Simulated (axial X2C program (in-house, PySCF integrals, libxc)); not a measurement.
## ScLi: relativistic diatomic calculation

ScLi, single determinant with Ω = 1. Computed at this level: r2SCAN0, two-component X2C with atomic mean-field Coulomb and Gaunt terms, Sc dyall-cv3z, Li dyall-cv3z (cores contracted) (axial X2C program (in-house, PySCF integrals, libxc)).

**Results in brief**

| quantity | value |
| --- | --- |
| outcome | converged |
| bond length rₑ | 3.186 Å |
| ωₑ | 233.3 cm⁻¹ |
| energy at the minimum | −771.47313 hartree |
| depth below the fragments | 0.31 eV |
| hardware | 1 thread of AMD EPYC (Zen 3), 24 GiB of memory available, shared host |
| wall time | 6.7 s |
| peak memory | 0.75 GiB |

**Notes**

Limits: 7 of the 10 points asked for were kept.

**Input file**
```
{"zs": [21, 3], "q": 0, "bas": ["dyall-cv3z", "dyall-cv3z"], "levels": ["PBE0", "HF", "r2SCAN0"], "cc": true, "r0": 2.81, "thr": -2.0, "nmax": 90, "npts": 10, "nst": 2, "ntry": 6}
```

The line is the task of a batch: nuclear charges, charge, bases, the levels to run, a first guess of the distance and further settings. This report covers r2SCAN0 with spin-orbit coupling. The log is that of the reference distance 3.192 Å.

Launched within a batch (the task file carries these settings):
```bash
python <driver script> task.json out
```

**The program's output**
```
two-component X2C + atomic mean field  r2SCAN0
basis functions 172  fitting functions 872  grid points 5087
iter        total energy     max residual
   1       -771.471324426     5.99e-02
   2       -771.472944342     2.24e-03
   3       -771.473022747     4.41e-03
   4       -771.473084050     1.82e-03
   5       -771.473105241     5.88e-04
   6       -771.473120650     9.43e-04
   7       -771.473124798     4.66e-04
   8       -771.473125541     9.00e-05
   9       -771.473125643     5.83e-05
  10       -771.473125665     1.00e-05
  11       -771.473125666     2.44e-06
converged
one-electron -1076.45293140  Coulomb 335.74226462  exact exchange -10.02945297  xc functional -31.01419634  nuclear repulsion 10.44428706  atomic mean-field constant -0.16309663
```

**The points of the curve**

| R (Å) | E (hartree) | dipole (D; origin at the first atom, positive when the second is positive) | highest filled (eV) | lowest empty (eV) |
| --- | --- | --- | --- | --- |
| 2.905 | −771.470866 | 1.75 | −3.48 | −1.44 |
| 3.001 | −771.472220 | 1.65 | −3.50 | −1.46 |
| 3.096 | −771.472930 | 1.56 | −3.53 | −1.47 |
| 3.192 | −771.473126 | 1.47 | −3.55 | −1.48 |
| 3.304 | −771.472848 | 1.38 | −3.58 | −1.50 |
| 3.415 | −771.472175 | 1.29 | −3.60 | −1.51 |
| 3.559 | −771.470931 | 1.18 | −3.64 | −1.55 |

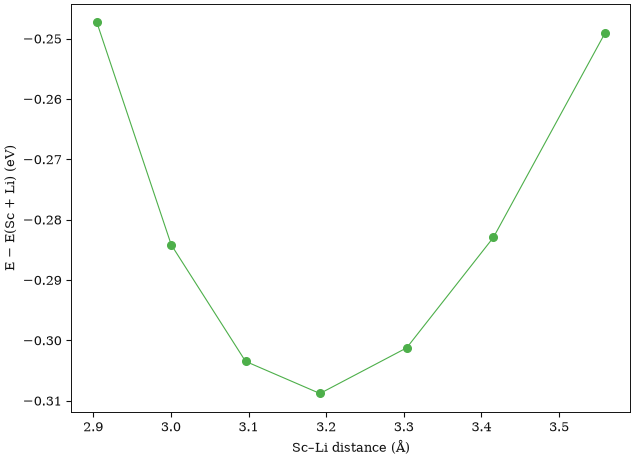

Figure 1. Energy at 7 bond lengths, for one set of occupations held fixed; the line joins the points. A polynomial of degree 5 through 7 points gives rₑ = 3.186 Å, ωₑ = 233.3 cm⁻¹, ωₑxₑ = 2.9 cm⁻¹ and Bₑ = 0.2736 cm⁻¹. The minimum lies 0.31 eV below Sc + Li, each computed as one determinant at the same level.

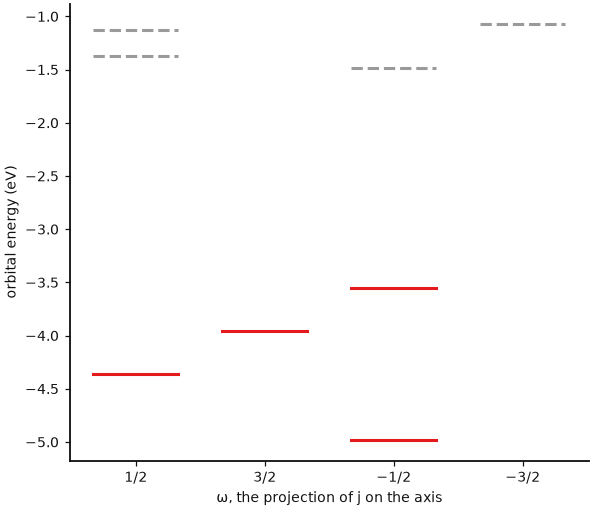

Figure 2. Orbital energies near the frontier at 3.19 Å, filled (solid) and empty (dashed). The highest filled spinor (−1/2; 32 % Sc d, 29 % Sc p) lies at −3.55 eV, the lowest empty one (−1/2; 52 % Sc d, 24 % Li p) at −1.48 eV.
